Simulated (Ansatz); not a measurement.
AlAs: response to strain

Start from AlAs in the wurtzite structure (space group P6_3mc, No. 186; a = 4.0035 Å, c = 6.5808 Å; a model cell, its experimental status unchecked). Axes: x lies along a and z along c of the hexagonal cell.

Strains are applied to the cell and any free atomic positions relax; under biaxial strain the out-of-plane vector relaxes too.

Computed with PBEsol (Ansatz, an electronic-structure program; PAW; 420 eV plane waves; no spin-orbit coupling).

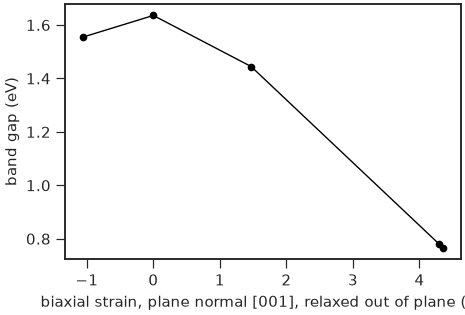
*Band gap against biaxial strain, plane normal [001], relaxed out of plane*

```json
[
 {"biaxial strain, plane normal [001], relaxed out of plane (%)": "-1.05", "band gap": "1.56 eV"},
 {"biaxial strain, plane normal [001], relaxed out of plane (%)": "1.47", "band gap": "1.44 eV"},
 {"biaxial strain, plane normal [001], relaxed out of plane (%)": "4.29", "band gap": "0.78 eV"},
 {"biaxial strain, plane normal [001], relaxed out of plane (%)": "4.36", "band gap": "0.77 eV"}
]
```

Gaps are read on the SCF mesh and a high-symmetry path. Stability against distortions was not tested. This is not the structure that AlAs has at room temperature and ambient pressure.
